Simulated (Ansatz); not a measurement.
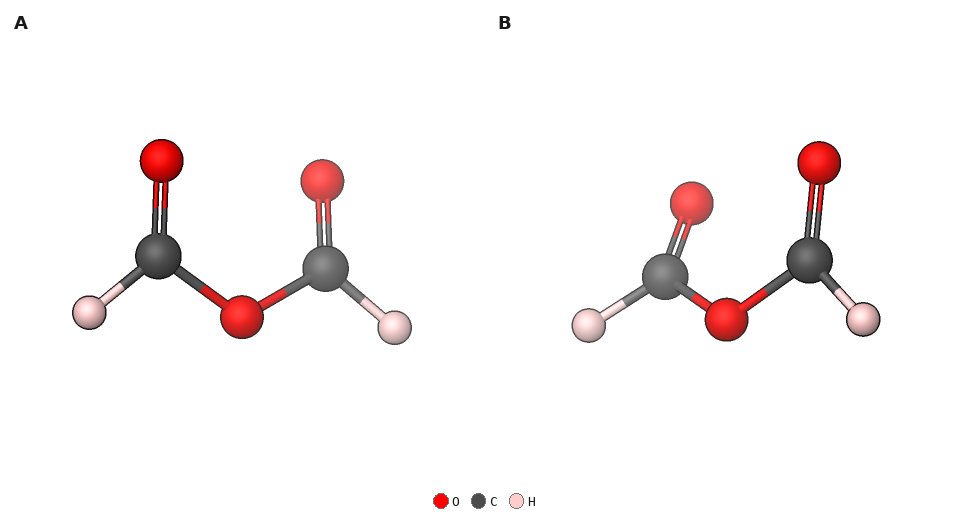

Depth is shown by fading: the farther an atom, the more it takes the colour of the background. Computed geometry: PBE0-D4/def2-TZVP optimisation.

How are A and B related: the same structure turned, mirror images, conformers, diastereomers or constitutional isomers?

Answer. They are mirror images that no rotation superimposes: the geometry of C2H2O3 is chiral (C2), and the handedness lies in its shape, not in a labelled carbon stereocentre. Their energies are equal.
